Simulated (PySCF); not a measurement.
# CH5ClOSi (SMILES CO[SiH2]Cl): levels of theory compared

Wanted: a comparison of 6 runs (HF/STO-3G, HF/3-21G, HF/def2-SVP, B3LYP/6-31G*, B3LYP/cc-pVDZ, r2SCAN/cc-pVDZ) of CH5ClOSi. The job is set up through a Python script.

The calculation is run with PySCF 2.14.0.

1 further run of the same task is left out (set aside as unsound or not needed).

### Step 1. The molecule

CH5ClOSi has 9 atoms, charge 0, and is taken as a singlet. As SMILES, `CO[SiH2]Cl`. Geometry: relaxed at PBE0-D4/def2-TZVP. This is one conformer, not always the lowest.

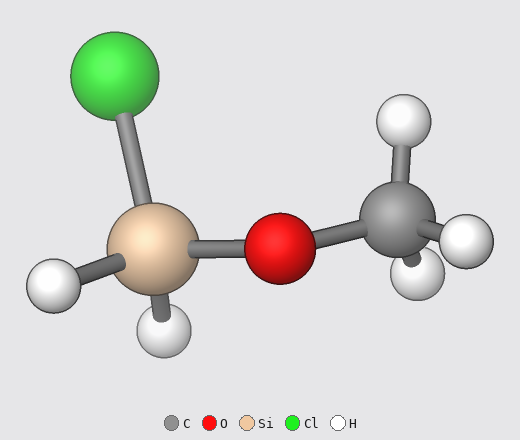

The structure, seen from a chosen angle (carbon grey, oxygen red, silicon light orange, chlorine green, hydrogen white).

### Step 2. Energy and gradient at HF/STO-3G (run 1)

Input file input.py:

```python
from pyscf import gto, scf

mol = gto.M(
    atom='''
C     -1.589260     1.865916     0.844708
O      0.790283     1.295407    -0.221476
Si     1.684124    -1.521041    -1.063160
Cl     1.810547    -3.916646     1.996118
H     -1.776154     3.916268     0.925399
H     -1.740060     1.103600     2.760134
H     -3.135245     1.102844    -0.301789
H      4.254718    -1.269329    -2.107612
H     -0.131525    -2.664703    -2.864447
''',
    basis='sto-3g',
    max_memory=1860,
    charge=0,
    verbose=4,
    unit='bohr',
    spin=0,
)

calc0 = scf.RHF(mol)
calc0.conv_tol = 1e-10
calc0.kernel()
if not calc0.converged:
    calc0 = calc0.newton().run(calc0.mo_coeff, calc0.mo_occ)

e_final = calc0.e_tot
print(f'total energy: {e_final:.8f} hartree')
grad = calc0.nuc_grad_method().kernel()
dip = calc0.dip_moment()
pop, q = calc0.mulliken_pop()
```

Run with:

```bash
$ OMP_NUM_THREADS=1 python input.py
```

Output:

```text
PySCF version 2.14.0

[... 63 lines left out ...]
converged SCF energy = -854.413866478828
total energy: -854.41386648 hartree
[... 11 lines left out ...]
Dipole moment(X, Y, Z, Debye): -0.90856,  1.22800, -2.07375
[... 43 lines left out ...]
charge of    8H =     -0.13967
```

It took 3 s on 1 thread of Intel Xeon at 2.70GHz, shared host; peak memory 0.12 GiB.

### Step 3. Energy and forces at HF/3-21G (run 2)

Input file calc.py:

```python
# CO[SiH2]Cl
from pyscf import gto

mol = gto.Mole()
mol.atom = '''
C     -1.589260     1.865916     0.844708
O      0.790283     1.295407    -0.221476
Si     1.684124    -1.521041    -1.063160
Cl     1.810547    -3.916646     1.996118
H     -1.776154     3.916268     0.925399
H     -1.740060     1.103600     2.760134
H     -3.135245     1.102844    -0.301789
H      4.254718    -1.269329    -2.107612
H     -0.131525    -2.664703    -2.864447
'''
mol.charge = 0
mol.unit = 'bohr'
mol.basis = '3-21g'
mol.verbose = 4
mol.max_memory = 1860
mol.build()

myscf = mol.RHF()
myscf.conv_tol = 1e-10
myscf.kernel()
if not myscf.converged:
    myscf = myscf.newton().run(myscf.mo_coeff, myscf.mo_occ)

e_tot = myscf.e_tot
print('E = %.10f Eh' % e_tot)
grad = myscf.nuc_grad_method().kernel()
myscf.analyze()
```

Run with:

```bash
$ OMP_NUM_THREADS=1 python calc.py
```

Output:

```text
PySCF version 2.14.0

[... 80 lines left out ...]
Two-electron Energy =                  549.513181897897312
[... 9 lines left out ...]
MO #6   energy= -7.95635325626271  occ= 2
[... 7 lines left out ...]
MO #14  energy= -1.1122539813776   occ= 2
[... 7 lines left out ...]
MO #22  energy= -0.485873444801845 occ= 2
[... 7 lines left out ...]
MO #30  energy= 0.298047557718649  occ= 0
[... 7 lines left out ...]
MO #38  energy= 0.783676247649633  occ= 0
[... 7 lines left out ...]
MO #46  energy= 1.29966445066068   occ= 0
[... 7 lines left out ...]
MO #54  energy= 3.30692734991805   occ= 0
[... 66 lines left out ...]
Dipole moment(X, Y, Z, Debye): -1.69235,  1.20294, -1.59615
```

Wall time 2 s (1 thread of Intel Xeon at 2.70GHz, shared host); peak memory 0.13 GiB.

Runs 3 to 5 aren't shown in full; the table further down has their settings and results.

### Step 4. Energy and gradient at r2SCAN/cc-pVDZ (run 6)

Input file geometry.xyz:

```xyz
9
CH5ClOSi
C     -0.841000     0.987400     0.447000
O      0.418200     0.685500    -0.117200
Si     0.891200    -0.804900    -0.562600
Cl     0.958100    -2.072600     1.056300
H     -0.939900     2.072400     0.489700
H     -0.920800     0.584000     1.460600
H     -1.659100     0.583600    -0.159700
H      2.251500    -0.671700    -1.115300
H     -0.069600    -1.410100    -1.515800
```

Input file calc.py:

```python
import pyscf.grad
from pyscf import gto, dft

molecule = gto.Mole()
molecule.atom = 'geometry.xyz'
molecule.verbose = 3
molecule.charge = 0
molecule.basis = 'cc-pvdz'
molecule.spin = 0
molecule.max_memory = 1860
molecule.build()

mf = dft.RKS(molecule)
mf.xc = 'r2scan'
mf.conv_tol = 1e-10
mf.grids.level = 5
mf.kernel()
if not mf.converged:
    mf = mf.newton().run(mf.mo_coeff, mf.mo_occ)

energy = mf.e_tot
print('E(%s) = %.9f' % ('R2SCAN', energy))
grad = mf.Gradients().kernel()
mf.analyze()
```

Run with:

```bash
$ OMP_NUM_THREADS=1 python calc.py
```

Output:

```text
converged SCF energy = -865.982479008896
[... 10 lines left out ...]
MO #1   energy= -101.195442474656  occ= 2
[... 10 lines left out ...]
MO #12  energy= -3.6042258367222   occ= 2
[... 10 lines left out ...]
MO #23  energy= -0.29407856275912  occ= 2
[... 10 lines left out ...]
MO #34  energy= 0.253580994899699  occ= 0
[... 10 lines left out ...]
MO #45  energy= 0.567021028517321  occ= 0
[... 10 lines left out ...]
MO #56  energy= 0.849867820399767  occ= 0
[... 10 lines left out ...]
MO #67  energy= 1.40701783584717   occ= 0
[... 10 lines left out ...]
MO #78  energy= 2.01569131394014   occ= 0
[... 10 lines left out ...]
MO #89  energy= 3.18145998995021   occ= 0
[... 10 lines left out ...]
Dipole moment(X, Y, Z, Debye): -1.23305,  0.91590, -0.60206
```

It took 49 s on 1 thread of Intel Xeon at 2.70GHz, shared host; peak memory 0.88 GiB.

### Step 5. The series

```tsv
run	level	integration grid	energy (Eh)	dipole moment (D)	HOMO energy (eV)	LUMO energy (eV)	wall time
1	HF/STO-3G	–	-854.413866	2.58	-9.60	9.76	3 s
2	HF/3-21G	–	-859.763623	2.62	-12.18	4.18	2 s
3	HF/def2-SVP	–	-863.831709	1.75	-12.05	4.49	7.2 s
4	B3LYP/6-31G* (spherical functions)	5	-866.096623	1.82	-8.27	0.64	30 s
5	B3LYP/cc-pVDZ	5	-866.137084	1.60	-8.22	0.76	35 s
6	r2SCAN/cc-pVDZ	5	-865.982479	1.65	-7.32	0.42	49 s
```

### Step 6. What came out

| quantity | value |
| --- | --- |
| run 6: total energy | -865.98248 Eh |
| run 6: dipole moment | 1.65 D |
| run 6: HOMO energy | -7.32 eV |
| run 6: LUMO energy | 0.42 eV |
| run 6: HOMO–LUMO gap | 7.73 eV |
| run 6: largest force on an atom | 1.248 eV/Å |

**Reading.** The dipole moment (its size) runs from 1.60 D (B3LYP/cc-pVDZ) to 2.62 D (HF/3-21G). The two ends differ in method and basis. The HOMO–LUMO gap runs from 7.73 eV (r2SCAN/cc-pVDZ) to 19.36 eV (HF/STO-3G). Totals of different functionals can't be ranked against each other. In run 1 the basis is minimal, so the values are rough. All runs together took 2.1 min, the longest 49 s.
